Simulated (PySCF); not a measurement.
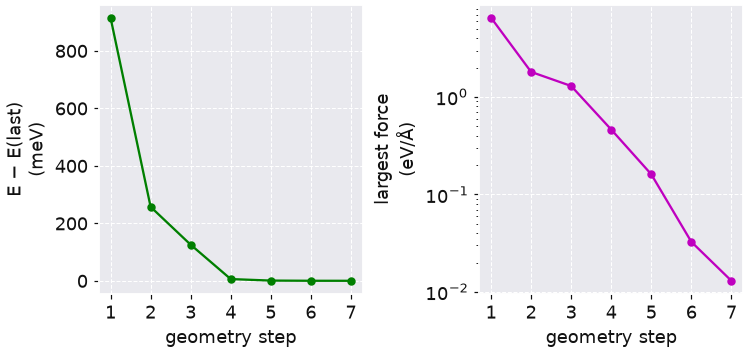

History of a geometry optimisation.

The run: Cyclobutanone (SMILES O=C1CCC1), by PBE0-D3(BJ)/def2-SVP, geometry optimisation (PySCF).

**How did it end, and what did it gain?**

The optimisation met its thresholds at geometry 7, counting the start as the first. The energy fell by about 920 meV from the first step to the last. The largest force goes from about 6.5 eV/Å at the start to 0.013 eV/Å at the end.

**By which step was nine tenths of the energy gained?**

By step 4 of 7.
